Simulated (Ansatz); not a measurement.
# C2H5NOSi: two geometries relaxed, part 1 of 2

Aim: relax the geometries before and after the rotation by 120° about the N3–C4 bond, and see whether they are two minima and how far apart in energy. SMILES of the start: O=C=NC[SiH3].

All numbers below are computed with Ansatz 0.2.0 (RKS CAM-B3LYP/def2-SVP).

## 1. The system as given

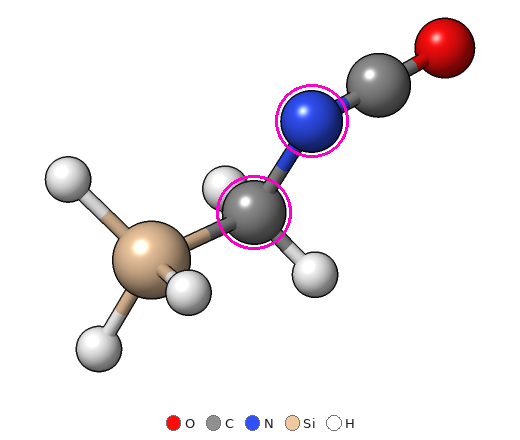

Start, viewed from a free direction; oxygen red, carbon grey, nitrogen blue, silicon light orange, hydrogen white. Ringed: N3, C4.

As a file:

```xyz
10

O    -1.8247   -2.8384   -0.5258
C    -1.4303   -1.8212   -0.0590
N    -1.0039   -0.8412    0.3956
C     0.1679   -0.2199   -0.4075
Si    0.7287    1.2985    0.4345
H    -0.2882    0.0601   -1.3966
H     0.9531   -0.9302   -0.5364
H     1.3336    0.9909    1.7785
H    -0.3568    2.3225    0.6615
H     1.8037    1.9277   -0.3420
```

## 2. End point A

File input.yaml:

```yaml
crystal:
  periodic: [false, false, false]
  atoms:
    - { symbol: O, position_ang: [-1.8247, -2.8384, -0.5258] }
    - { symbol: C, position_ang: [-1.4303, -1.8212, -0.059] }
    - { symbol: "N", position_ang: [-1.0039, -0.8412, 0.3956] }
    - { symbol: C, position_ang: [0.1679, -0.2199, -0.4075] }
    - { symbol: Si, position_ang: [0.7287, 1.2985, 0.4345] }
    - { symbol: H, position_ang: [-0.2882, 0.0601, -1.3966] }
    - { symbol: H, position_ang: [0.9531, -0.9302, -0.5364] }
    - { symbol: H, position_ang: [1.3336, 0.9909, 1.7785] }
    - { symbol: H, position_ang: [-0.3568, 2.3225, 0.6615] }
    - { symbol: H, position_ang: [1.8037, 1.9277, -0.342] }
basis:
  gaussian: { orbitals: def2-SVP }
hamiltonian:
  xc: cam_b3lyp
relax:
  f_tol: 0.015
  max_steps: 40
```

On the command line:

```console
$ ansatz run input.yaml --threads 2 --pin off --max-ram 3072MiB --backend cpu --events-out ev --progress --plain --runs-dir out
```

What it wrote:

```text
Warning: RAYON_NUM_THREADS=2 ignored (pool sized by the plan → 2); use --threads N
The last accepted step is kept in <dir> (removed where the run ends without a failure and the disk answers)
Engine: ansatz 0.2.0, x86_64-unknown-linux-gnu
Functional definition: CAM-B3LYP
  parameter alpha = 0.19
  parameter beta = 0.46
  parameter omega = 0.33/bohr
  parameter ac = 0.81
  exchange = (1 - alpha - beta)*b88_x + beta*b88_x_sr(omega) + alpha*exact_x + beta*exact_x_lr(omega)
  correlation = (1 - ac)*vwn5_c + ac*lyp_c
1073 factors; integrals over basis functions are off by at most 3.1e-4 eV
354 factors; integrals over basis functions are off by at most 1.5e-6 eV
mean field evaluation 1: about -13556.0994 eV, gradient 4.4e1 eV
mean field evaluation 2: about -13555.2635 eV, gradient 5.1e1 eV
mean field evaluation 4: about -13559.8023 eV, gradient 2.9e0 eV
mean field evaluation 8: about -13559.8493 eV, gradient 3.8e-2 eV
mean field evaluation 16: about -13559.8494 eV, gradient 4.9e-5 eV
mean field -13559.84935352 eV, -498.3152725460 hartree, gradient 4.9e-5 eV, S^2 0.000000; 0 other end points of the search recorded, 0 dependent functions left out
the calculation of the forces begins
reference -13559.84947237 eV, -498.3152769135 hartree; 23, 23 occupied and 76, 76 virtual orbitals, 1073 factors
relax step   1: F+E_penalty+E_count = -13559.84935352 eV  Δ(F+E_penalty+E_count) = +0.000e0 eV  max|allowed force component| = 6.633e0 eV/Å  Δτ_max = 0.0000 Å  (26 SCF iters, accepted)
these checks for a lower state are left out or cut short: starts, cluster_reference, orbital_swaps, neighbouring_geometries, increment
1073 factors; integrals over basis functions are off by at most 3.4e-4 eV
354 factors; integrals over basis functions are off by at most 1.7e-6 eV
mean field -13560.23232226 eV, -498.3293463875 hartree, gradient 1.6e-5 eV, S^2 0.000000; 0 other end points of the search recorded, 0 dependent functions left out
the calculation of the forces begins
reference -13560.23244104 eV, -498.3293507525 hartree; 23, 23 occupied and 76, 76 virtual orbitals, 1073 factors
relax step   2: F+E_penalty+E_count = -13560.23232226 eV  Δ(F+E_penalty+E_count) = -3.830e-1 eV  max|allowed force component| = 1.335e0 eV/Å  Δτ_max = 0.0899 Å  (34 SCF iters, accepted)
these checks for a lower state are left out or cut short: starts, cluster_reference, orbital_swaps, neighbouring_geometries, increment
1073 factors; integrals over basis functions are off by at most 4.0e-4 eV
354 factors; integrals over basis functions are off by at most 1.8e-6 eV
mean field -13560.32869831 eV, -498.3328881421 hartree, gradient 1.7e-5 eV, S^2 0.000000; 0 other end points of the search recorded, 0 dependent functions left out
the calculation of the forces begins
reference -13560.32881695 eV, -498.3328925021 hartree; 23, 23 occupied and 76, 76 virtual orbitals, 1073 factors
relax step   3: F+E_penalty+E_count = -13560.32869831 eV  Δ(F+E_penalty+E_count) = -9.638e-2 eV  max|allowed force component| = 8.743e-1 eV/Å  Δτ_max = 0.1096 Å  (31 SCF iters, accepted)
these checks for a lower state are left out or cut short: starts, cluster_reference, orbital_swaps, neighbouring_geometries, increment
1073 factors; integrals over basis functions are off by at most 4.3e-4 eV
354 factors; integrals over basis functions are off by at most 1.8e-6 eV
mean field evaluation 32: about -13560.3649 eV, gradient 3.4e-1 eV
mean field -13560.39321212 eV, -498.3352589809 hartree, gradient 8.2e-6 eV, S^2 0.000000; 0 other end points of the search recorded, 0 dependent functions left out
the calculation of the forces begins
reference -13560.39333023 eV, -498.3352633211 hartree; 23, 23 occupied and 76, 76 virtual orbitals, 1073 factors
relax step   4: F+E_penalty+E_count = -13560.39321212 eV  Δ(F+E_penalty+E_count) = -6.451e-2 eV  max|allowed force component| = 1.306e0 eV/Å  Δτ_max = 0.1379 Å  (32 SCF iters, accepted)
these checks for a lower state are left out or cut short: starts, cluster_reference, orbital_swaps, neighbouring_geometries, increment
1073 factors; integrals over basis functions are off by at most 4.5e-4 eV
354 factors; integrals over basis functions are off by at most 1.8e-6 eV
mean field -13560.44315825 eV, -498.3370944673 hartree, gradient 2.5e-5 eV, S^2 0.000000; 0 other end points of the search recorded, 0 dependent functions left out
the calculation of the forces begins
reference -13560.44327671 eV, -498.3370988206 hartree; 23, 23 occupied and 76, 76 virtual orbitals, 1073 factors
relax step   5: F+E_penalty+E_count = -13560.44315825 eV  Δ(F+E_penalty+E_count) = -4.995e-2 eV  max|allowed force component| = 1.311e0 eV/Å  Δτ_max = 0.1646 Å  (32 SCF iters, accepted)
these checks for a lower state are left out or cut short: starts, cluster_reference, orbital_swaps, neighbouring_geometries, increment
1073 factors; integrals over basis functions are off by at most 4.4e-4 eV
354 factors; integrals over basis functions are off by at most 1.8e-6 eV
mean field -13560.48498688 eV, -498.3386316411 hartree, gradient 1.1e-5 eV, S^2 0.000000; 0 other end points of the search recorded, 0 dependent functions left out
the calculation of the forces begins
reference -13560.48510719 eV, -498.3386360624 hartree; 23, 23 occupied and 76, 76 virtual orbitals, 1073 factors
relax step   6: F+E_penalty+E_count = -13560.48498688 eV  Δ(F+E_penalty+E_count) = -4.183e-2 eV  max|allowed force component| = 8.085e-2 eV/Å  Δτ_max = 0.2000 Å  (31 SCF iters, accepted)
these checks for a lower state are left out or cut short: starts, cluster_reference, orbital_swaps, neighbouring_geometries, increment
1073 factors; integrals over basis functions are off by at most 4.4e-4 eV
354 factors; integrals over basis functions are off by at most 1.8e-6 eV
[...]
relax step   7: F+E_penalty+E_count = -13560.48716044 eV  Δ(F+E_penalty+E_count) = -2.174e-3 eV  max|allowed force component| = 1.365e-1 eV/Å  Δτ_max = 0.0510 Å  (33 SCF iters, accepted)
relax step   8: F+E_penalty+E_count = -13560.48905856 eV  Δ(F+E_penalty+E_count) = -1.898e-3 eV  max|allowed force component| = 1.197e-1 eV/Å  Δτ_max = 0.0633 Å  (30 SCF iters, accepted)
relax step   9: F+E_penalty+E_count = -13560.48895609 eV  Δ(F+E_penalty+E_count) = +1.025e-4 eV  max|allowed force component| = 2.476e-1 eV/Å  Δτ_max = 0.0277 Å  (32 SCF iters, rejected (line search))
relax step  10: F+E_penalty+E_count = -13560.48942525 eV  Δ(F+E_penalty+E_count) = -3.667e-4 eV  max|allowed force component| = 1.165e-2 eV/Å  Δτ_max = 0.0135 Å  (34 SCF iters, accepted)
relax step  11: F+E_penalty+E_count = -13560.48938549 eV  Δ(F+E_penalty+E_count) = +3.976e-5 eV  max|allowed force component| = 3.967e-2 eV/Å  Δτ_max = 0.0280 Å  (33 SCF iters, rejected (line search))
relax step  12: F+E_penalty+E_count = -13560.48953875 eV  Δ(F+E_penalty+E_count) = -1.135e-4 eV  max|allowed force component| = 7.852e-3 eV/Å  Δτ_max = 0.0140 Å  (34 SCF iters, accepted)
relax step  13: F+E_penalty+E_count = -13560.48957073 eV  Δ(F+E_penalty+E_count) = -3.198e-5 eV  max|allowed force component| = 2.104e-2 eV/Å  Δτ_max = 0.0187 Å  (33 SCF iters, accepted)
relax step  14: F+E_penalty+E_count = -13560.48956830 eV  Δ(F+E_penalty+E_count) = +2.430e-6 eV  max|allowed force component| = 2.324e-2 eV/Å  Δτ_max = 0.0036 Å  (26 SCF iters, rejected (line search))
relax step  15: F+E_penalty+E_count = -13560.48959646 eV  Δ(F+E_penalty+E_count) = -2.573e-5 eV  max|allowed force component| = 8.867e-3 eV/Å  Δτ_max = 0.0018 Å  (26 SCF iters, accepted)
relax step  16: F+E_penalty+E_count = -13560.48961133 eV  Δ(F+E_penalty+E_count) = -1.487e-5 eV  max|allowed force component| = 8.418e-3 eV/Å  Δτ_max = 0.0035 Å  (25 SCF iters, accepted)
relax step  17: F+E_penalty+E_count = -13560.48961910 eV  Δ(F+E_penalty+E_count) = -7.770e-6 eV  max|allowed force component| = 1.366e-2 eV/Å  Δτ_max = 0.0025 Å  (24 SCF iters, accepted)
relax step  18: F+E_penalty+E_count = -13560.48971996 eV  Δ(F+E_penalty+E_count) = -1.009e-4 eV  max|allowed force component| = 4.780e-2 eV/Å  Δτ_max = 0.0260 Å  (33 SCF iters, accepted)
relax step  19: F+E_penalty+E_count = -13560.48782161 eV  Δ(F+E_penalty+E_count) = +1.898e-3 eV  max|allowed force component| = 5.360e-1 eV/Å  Δτ_max = 0.1206 Å  (32 SCF iters, rejected (line search))
relax step  20: F+E_penalty+E_count = -13560.49078823 eV  Δ(F+E_penalty+E_count) = -1.068e-3 eV  max|allowed force component| = 4.385e-2 eV/Å  Δτ_max = 0.0603 Å  (31 SCF iters, accepted)
relax step  21: F+E_penalty+E_count = -13560.49161956 eV  Δ(F+E_penalty+E_count) = -8.313e-4 eV  max|allowed force component| = 2.382e-1 eV/Å  Δτ_max = 0.0617 Å  (31 SCF iters, accepted)
```

## 3. The log goes on: end point A relaxed

The log, continued:

```text
relax step  22: F+E_penalty+E_count = -13560.49217376 eV  Δ(F+E_penalty+E_count) = -5.542e-4 eV  max|allowed force component| = 2.073e-1 eV/Å  Δτ_max = 0.0075 Å  (33 SCF iters, accepted)
relax step  23: F+E_penalty+E_count = -13560.49794208 eV  Δ(F+E_penalty+E_count) = -5.768e-3 eV  max|allowed force component| = 6.086e-2 eV/Å  Δτ_max = 0.1139 Å  (31 SCF iters, accepted)
relax step  24: F+E_penalty+E_count = -13560.49841267 eV  Δ(F+E_penalty+E_count) = -4.706e-4 eV  max|allowed force component| = 4.442e-1 eV/Å  Δτ_max = 0.0809 Å  (32 SCF iters, accepted)
relax step  25: F+E_penalty+E_count = -13560.50054728 eV  Δ(F+E_penalty+E_count) = -2.135e-3 eV  max|allowed force component| = 3.999e-1 eV/Å  Δτ_max = 0.0343 Å  (32 SCF iters, accepted)
relax step  26: F+E_penalty+E_count = -13560.50451087 eV  Δ(F+E_penalty+E_count) = -3.964e-3 eV  max|allowed force component| = 2.044e-1 eV/Å  Δτ_max = 0.0722 Å  (32 SCF iters, accepted)
[...]
354 factors; integrals over basis functions are off by at most 1.4e-6 eV
mean field evaluation 192: about -13560.5047 eV, gradient 3.8e-4 eV
mean field -13560.50470729 eV, -498.3393563526 hartree, gradient 1.6e-5 eV, S^2 0.000000; 0 other end points of the search recorded, 0 dependent functions left out
the calculation of the forces begins
reference -13560.50482488 eV, -498.3393606741 hartree; 23, 23 occupied and 76, 76 virtual orbitals, 1073 factors
relax step  27: F+E_penalty+E_count = -13560.50470729 eV  Δ(F+E_penalty+E_count) = -1.964e-4 eV  max|allowed force component| = 2.534e-1 eV/Å  Δτ_max = 0.1192 Å  (33 SCF iters, accepted)
these checks for a lower state are left out or cut short: starts, cluster_reference, orbital_swaps, neighbouring_geometries, increment
1073 factors; integrals over basis functions are off by at most 3.5e-4 eV
354 factors; integrals over basis functions are off by at most 1.4e-6 eV
mean field -13560.50776008 eV, -498.3394685406 hartree, gradient 7.2e-6 eV, S^2 0.000000; 0 other end points of the search recorded, 0 dependent functions left out
the calculation of the forces begins
reference -13560.50787715 eV, -498.3394728429 hartree; 23, 23 occupied and 76, 76 virtual orbitals, 1073 factors
relax step  28: F+E_penalty+E_count = -13560.50776008 eV  Δ(F+E_penalty+E_count) = -3.053e-3 eV  max|allowed force component| = 9.502e-2 eV/Å  Δτ_max = 0.0350 Å  (32 SCF iters, accepted)
these checks for a lower state are left out or cut short: starts, cluster_reference, orbital_swaps, neighbouring_geometries, increment
1073 factors; integrals over basis functions are off by at most 3.5e-4 eV
354 factors; integrals over basis functions are off by at most 1.3e-6 eV
mean field -13560.50843151 eV, -498.3394932153 hartree, gradient 7.2e-6 eV, S^2 0.000000; 0 other end points of the search recorded, 0 dependent functions left out
the calculation of the forces begins
reference -13560.50854800 eV, -498.3394974961 hartree; 23, 23 occupied and 76, 76 virtual orbitals, 1073 factors
relax step  29: F+E_penalty+E_count = -13560.50843151 eV  Δ(F+E_penalty+E_count) = -6.714e-4 eV  max|allowed force component| = 5.510e-2 eV/Å  Δτ_max = 0.0451 Å  (33 SCF iters, accepted)
these checks for a lower state are left out or cut short: starts, cluster_reference, orbital_swaps, neighbouring_geometries, increment
1073 factors; integrals over basis functions are off by at most 3.5e-4 eV
354 factors; integrals over basis functions are off by at most 1.3e-6 eV
mean field -13560.50860730 eV, -498.3394996752 hartree, gradient 7.1e-6 eV, S^2 0.000000; 0 other end points of the search recorded, 0 dependent functions left out
the calculation of the forces begins
reference -13560.50872369 eV, -498.3395039526 hartree; 23, 23 occupied and 76, 76 virtual orbitals, 1073 factors
relax step  30: F+E_penalty+E_count = -13560.50860730 eV  Δ(F+E_penalty+E_count) = -1.758e-4 eV  max|allowed force component| = 2.027e-2 eV/Å  Δτ_max = 0.0087 Å  (33 SCF iters, accepted)
these checks for a lower state are left out or cut short: starts, cluster_reference, orbital_swaps, neighbouring_geometries, increment
1073 factors; integrals over basis functions are off by at most 3.5e-4 eV
354 factors; integrals over basis functions are off by at most 1.3e-6 eV
mean field -13560.50868120 eV, -498.3395023913 hartree, gradient 7.1e-6 eV, S^2 0.000000; 0 other end points of the search recorded, 0 dependent functions left out
the calculation of the forces begins
reference -13560.50879749 eV, -498.3395066649 hartree; 23, 23 occupied and 76, 76 virtual orbitals, 1073 factors
relax step  31: F+E_penalty+E_count = -13560.50868120 eV  Δ(F+E_penalty+E_count) = -7.391e-5 eV  max|allowed force component| = 1.669e-2 eV/Å  Δτ_max = 0.0148 Å  (34 SCF iters, accepted)
these checks for a lower state are left out or cut short: starts, cluster_reference, orbital_swaps, neighbouring_geometries, increment
1073 factors; integrals over basis functions are off by at most 3.5e-4 eV
354 factors; integrals over basis functions are off by at most 1.3e-6 eV
mean field evaluation 224: about -13560.5081 eV, gradient 5.1e-1 eV
mean field -13560.50871948 eV, -498.3395037979 hartree, gradient 1.8e-5 eV, S^2 0.000000; 0 other end points of the search recorded, 0 dependent functions left out
the calculation of the forces begins
reference -13560.50883569 eV, -498.3395080687 hartree; 23, 23 occupied and 76, 76 virtual orbitals, 1073 factors
relax step  32: F+E_penalty+E_count = -13560.50871948 eV  Δ(F+E_penalty+E_count) = -3.827e-5 eV  max|allowed force component| = 1.278e-2 eV/Å  Δτ_max = 0.0061 Å  (26 SCF iters, accepted)
1073 factors; integrals over basis functions are off by at most 3.5e-4 eV
354 factors; integrals over basis functions are off by at most 1.3e-6 eV
mean field -13560.50871948 eV, -498.3395037979 hartree, gradient 1.8e-5 eV, S^2 0.000000; 1 other end points of the search recorded, 0 dependent functions left out
the calculation of the forces begins
reference -13560.50883569 eV, -498.3395080687 hartree; 23, 23 occupied and 76, 76 virtual orbitals, 1073 factors
Total energy: -13560.50883569 eV, -498.3395080687 hartree
Atom 0 at    -1.978808    -2.645690     0.688417 Å, force     0.007323     0.001725    -0.008591 eV/Å
Atom 1 at    -1.393567    -1.794406     0.134560 Å, force    -0.012777     0.006063     0.009028 eV/Å
Atom 2 at    -0.886516    -0.905511    -0.477947 Å, force     0.010630    -0.010200    -0.001912 eV/Å
Atom 3 at     0.268724    -0.125698    -0.791258 Å, force     0.003941     0.006741    -0.000809 eV/Å
Atom 4 at     0.628136     1.199230     0.527240 Å, force    -0.003328    -0.007208    -0.002114 eV/Å
Atom 5 at     0.114345     0.375639    -1.759867 Å, force    -0.002913    -0.002741     0.003985 eV/Å
Atom 6 at     1.155236    -0.771543    -0.916002 Å, force    -0.006873     0.002117     0.001921 eV/Å
Atom 7 at     0.869280     0.534766     1.835966 Å, force     0.000553    -0.000172     0.000983 eV/Å
Atom 8 at    -0.533146     2.119594     0.643315 Å, force     0.000740     0.001004    -0.001301 eV/Å
Atom 9 at     1.839417     1.962418     0.118376 Å, force     0.002705     0.002670    -0.001190 eV/Å
Dipole moment:     0.448026     0.358762    -0.227271 e Å
```

Run time: 1.8 min. Hardware: 2 threads of Intel Xeon Platinum 8259CL at 2.50GHz (Skylake/Cascade Lake), shared host; peak memory 0.26 GiB.

Relaxation path, one in 2:

```tsv
step	energy from step 1 (eV)	largest force component (eV/Å)
1	0.0000	6.6327
3	-0.4793	0.8743
5	-0.5938	1.3106
7	-0.6378	0.1365
9x	-0.6396	0.2476
11x	-0.6400	0.0397
13	-0.6402	0.0210
15	-0.6402	0.0089
17	-0.6403	0.0137
19x	-0.6385	0.5360
21	-0.6423	0.2382
23	-0.6486	0.0609
25	-0.6512	0.3999
27	-0.6554	0.2534
29	-0.6591	0.0551
31	-0.6593	0.0167
32	-0.6594	0.0128
```

Step 1 is the start. 4 steps were tried and not accepted (marked x).

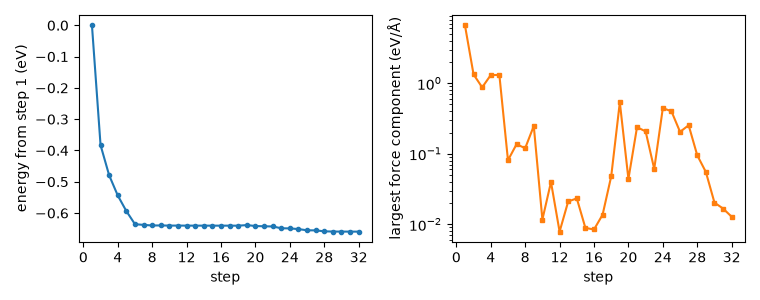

How energy and force went from step to step.

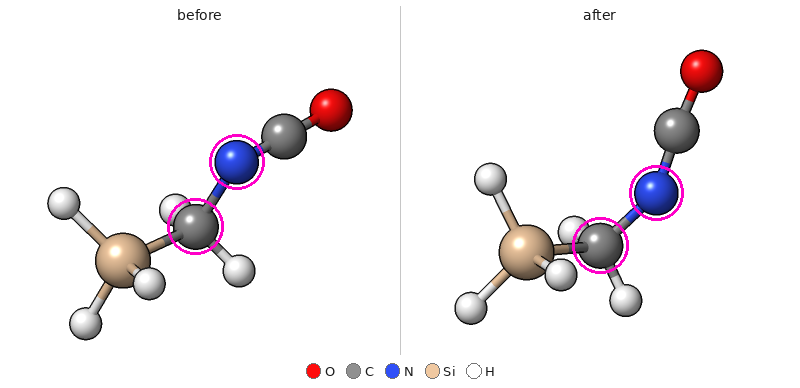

Before and after, at one scale.

After: Bond lengths: O1–C2 1.172 Å, C2–N3 1.193 Å, N3–C4 1.429 Å, C4–Si5 1.903 Å, C4–H6 1.102 Å, C4–H7 1.104 Å, Si5–H8 1.487 Å, Si5–H9 1.486 Å, Si5–H10 1.489 Å. Angles: O1–C2–N3 175.0°, C2–N3–C4 149.7°, N3–C4–Si5 112.4°, N3–C4–H6 109.1°, N3–C4–H7 110.8°, Si5–C4–H6 108.6°, Si5–C4–H7 109.5°, H6–C4–H7 106.2°, C4–Si5–H8 109.2°, C4–Si5–H9 109.7°, C4–Si5–H10 108.7°, H8–Si5–H9 109.5°, H8–Si5–H10 109.8°, H9–Si5–H10 109.9°.

(Continued in part 2 of 2.)
